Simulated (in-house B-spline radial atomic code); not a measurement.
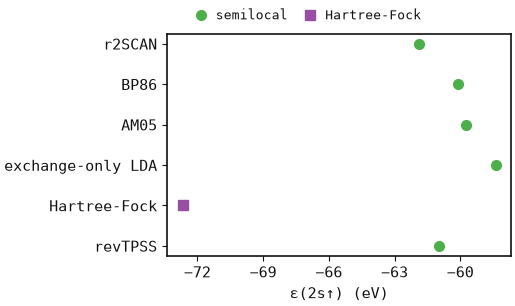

The oxygen ion O²⁺ in the configuration [He] 2s2 2p2 (high spin). All runs are non-relativistic, spin-polarised and spherical, computed with an in-house B-spline radial code. Hartree-Fock is the average over the configuration. The plot shows the eigenvalue (eV) of the 2s up orbital by 6 methods.

How much do the methods differ, and in which order?

The deepest is Hartree-Fock (−72.7) and the shallowest exchange-only LDA (−58.4), a spread of 14.3 eV. In order (eV): Hartree-Fock (−72.7), r2SCAN (−61.9), revTPSS (−61.0), BP86 (−60.1), AM05 (−59.7), exchange-only LDA (−58.4). On the whole, exact exchange removes self-interaction and deepens occupied levels.
